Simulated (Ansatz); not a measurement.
# GaH3+ (doublet): trial inputs and their diagnosis at scale of all distances = 1.127

3 inputs are run for GaH3+ (doublet) as typed; the log has to tell whether the result can be used and what must change.

Method: the settings change from run to run; program: Ansatz 0.2.0, Gaussian basis.

14 further runs of the same task are left out: 1 for a known fault of the program, 12 that didn't finish, 1 set aside as unsound or not needed.

## 1. The system

The geometry derives from a PBE0/def2-TZVP stationary point (not a proven minimum). All distances are scaled together. No spin-orbit coupling is included. The filled d shell of Ga may be among the frozen orbitals whatever the setting's name suggests; the logs give the count.

4 atoms, charge 1, spin multiplicity 2.

Atoms are counted from 1 here; the program's logs count them from 0.

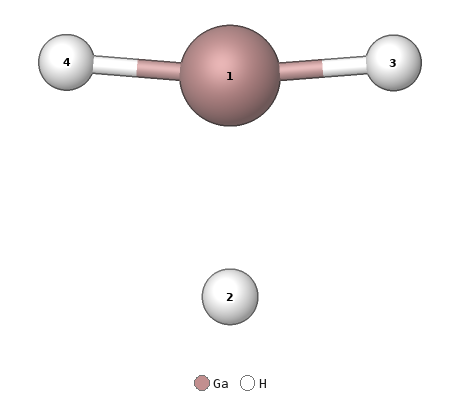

The structure; gallium pink, hydrogen white; atoms are numbered from 1 in the order of the file.

Geometry (Å):

```xyz
4

Ga    0.0000    0.0285    0.0000
H     0.0000   -2.3073    0.0000
H     0.0000    0.1662   -1.7211
H     0.0000    0.1662    1.7211
```

## 2. Input 1

Contents of in.yaml:

```yaml
crystal:
  periodic: [false, false, false]
  atoms:
    - {symbol: Ga, position_ang: [0.000000, 0.028550, 0.000000]}
    - {symbol: H, position_ang: [0.000000, -2.307260, 0.000000]}
    - {symbol: H, position_ang: [0.000000, 0.166163, -1.721121]}
    - {symbol: H, position_ang: [0.000000, 0.166163, 1.721121]}
basis:
  gaussian: {orbitals: def2-mTZVP}
total_charge: 1
magnetization: {spin_polarized: false, initial_magnetization: 9}
hamiltonian: {xc: hf}
scf: {lower_state_search: off}
output: {orbitals: {seedname: orbitals}}
```

Run with:

```
$ ansatz run in.yaml --threads 1 --pin off --events-out ev --progress --plain --max-ram 2393MiB
```

The program printed:

```text
Functional definition: HF
  name "HF"
  cite "Fock, Z. Phys. 61, 126 (1930) doi:10.1007/BF01340294"
  parent pbe
  exchange = exact_x
  correlation = 0
these checks for a lower state are left out or cut short: stability, starts, cluster_reference, orbital_swaps, neighbouring_geometries, increment
440 factors; integrals over basis functions are off by at most 6.5e-4 eV
mean field evaluation 1: about -52292.7740 eV, gradient 1.6e2 eV
mean field evaluation 2: about -52292.8654 eV, gradient 1.6e2 eV
mean field evaluation 4: about -52308.9632 eV, gradient 6.4e0 eV
mean field evaluation 8: about -52309.1992 eV, gradient 2.3e-1 eV
mean field evaluation 16: about -52309.2125 eV, gradient 7.6e-7 eV
mean field -52309.21248324 eV, -1922.3281023014 hartree, gradient 7.6e-7 eV, S^2 24.750000; 0 other end points of the search recorded, 0 dependent functions left out
reference -52309.21248324 eV, -1922.3281023014 hartree; 21, 12 occupied and 24, 33 virtual orbitals, 440 factors
Total energy: -52309.21248324 eV, -1922.3281023014 hartree
Checks for a lower state left out: stability, starts, cluster_reference, orbital_swaps, neighbouring_geometries, increment
```

Wall time 0.27 s (1 thread of Arm Neoverse V2, shared host).

**Diagnosis.** The run converged, which proves nothing about the input. Far too many unpaired electrons are asked for. Its energy belongs to the state of multiplicity 10, not to the doublet that was meant. To mend it, set initial_magnetization to that of the wanted state.

## 3. Input 2

Contents of in.yaml:

```yaml
crystal:
  periodic: [false, false, false]
  atoms:
    - {symbol: Ga, position_ang: [0.000000, 0.028550, 0.000000]}
    - {symbol: H, position_ang: [0.000000, -2.307260, 0.000000]}
    - {symbol: H, position_ang: [0.000000, 0.166163, -1.721121]}
    - {symbol: H, position_ang: [0.000000, 0.166163, 1.721121]}
basis:
  gaussian: {orbitals: cc-pVDZ}
total_charge: 1
magnetization: {spin_polarized: false, initial_magnetization: 1}
correlation: {active_space: {window: {electrons: 3, orbitals: 3}, states: [{multiplicity: 2, irrep: 12, weights: [1]}]}}
scf: {lower_state_search: off}
```

Same command.

The program printed:

```text
Functional definition: HF
  name "HF"
  cite "Fock, Z. Phys. 61, 126 (1930) doi:10.1007/BF01340294"
  parent pbe
  exchange = exact_x
  correlation = 0
these checks for a lower state are left out or cut short: stability, starts, cluster_reference, orbital_swaps, neighbouring_geometries, increment
the irreps are read with x along [1.000, -0.000, 0.000], y along [0.000, 0.000, -1.000] and z along [0.000, 1.000, 0.000] of the geometry given
809 factors; integrals over basis functions are off by at most 2.0e-7 eV
mean field evaluation 1: about -52369.1917 eV, gradient 7.9e0 eV
mean field evaluation 2: about -52369.1999 eV, gradient 7.9e0 eV
mean field evaluation 4: about -52370.1364 eV, gradient 4.4e-1 eV
mean field evaluation 8: about -52370.1384 eV, gradient 1.2e-4 eV
mean field -52370.13841127 eV, -1924.5670888594 hartree, gradient 1.4e-6 eV, S^2 0.750000; 0 other end points of the search recorded, 0 dependent functions left out
reference -52370.13841127 eV, -1924.5670888594 hartree; 17, 16 occupied and 25, 26 virtual orbitals, 809 factors
Error: the irrep 12 is not accepted for these orbitals, which take A1, B1, B2, A2, or 1 to 4
```

It took 0.63 s on 1 thread of Arm Neoverse V2, shared host.

**Diagnosis.** The run stopped with an error. The symmetry label isn't in the molecule's group. Cure: name an irrep that the log lists.

## 4. Input 3

Contents of in.yaml:

```yaml
crystal:
  periodic: [false, false, false]
  atoms:
    - {symbol: Ga, position_ang: [0.000000, 0.028550, 0.000000]}
    - {symbol: H, position_ang: [0.000000, -2.307260, 0.000000]}
    - {symbol: H, position_ang: [0.000000, 0.166163, -1.721121]}
    - {symbol: H, position_ang: [0.000000, 0.166163, 1.721121]}
basis:
  gaussian: {orbitals: def2-TZVP}
total_charge: 1
magnetization: {spin_polarized: false, initial_magnetization: 1}
correlation: {method: mp2, frozen_orbitals: {Ga: 0}}
scf: {lower_state_search: light}
```

The command is unchanged.

The program printed:

```text
Functional definition: HF
  name "HF"
  cite "Fock, Z. Phys. 61, 126 (1930) doi:10.1007/BF01340294"
  parent pbe
  exchange = exact_x
  correlation = 0
Error: "frozen_orbitals" has no count for H
```

Wall time 0.06 s (1 thread of Arm Neoverse V2, shared host).

Diagnosis: The run was refused. The frozen-orbital counts are incomplete or too large. Cure: leave frozen_orbitals out, or give each element a count that its core has.

## 5. How the runs ended

```csv
input,level,ended,cause,time
1,HF/def2-mTZVP,converged,far too many unpaired electrons are asked for,0.27 s
2,"CASSCF(3,3)/cc-pVDZ",stopped by an error,the symmetry label isn't in the molecule's group,0.63 s
3,MP2 on ROHF/def2-TZVP,refused,the frozen-orbital counts are incomplete or too large,0.06 s
```

1 converged, 1 stopped by an error, 1 refused. The input that converges on a wrong geometry or spin is the dangerous one: no error points at it, so geometry and ⟨S²⟩ have to be checked.
